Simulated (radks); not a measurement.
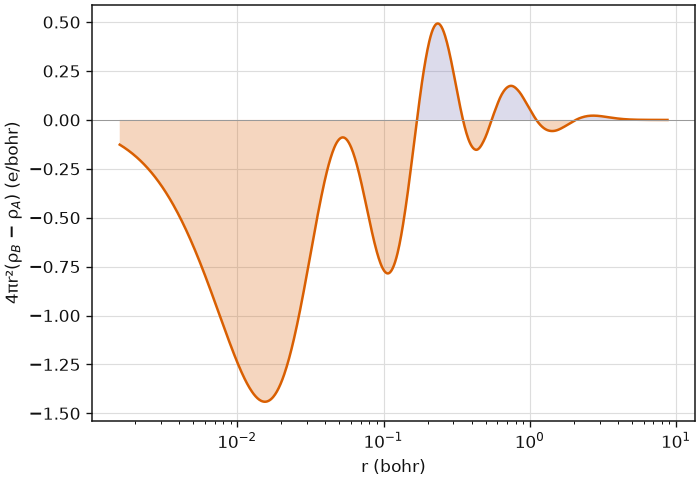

The Ge⁺ ion in [Ar] 3d10 4s2 4p1 (open shells shared over both j by 2j + 1) was computed with two values of the speed of light (atomic units): c = 137.036; c = 13703.6. All numbers are computed, not measured: Dirac Kohn-Sham, BLYP, spin-unpolarised, spherical densities, point nucleus (the in-house radial solver radks).

The plot shows the radial density of run B less that of run A; on the logarithmic r axis, areas aren't charges.

Which run is A and which is B? Where does the charge move?

A is c = 137.036; B is c = 13703.6. B holds 0.14 electrons more than A where the difference is positive (most at r = 0.24 bohr) and 0.14 electrons fewer where it is negative (most at r = 0.015 bohr), with no net change.
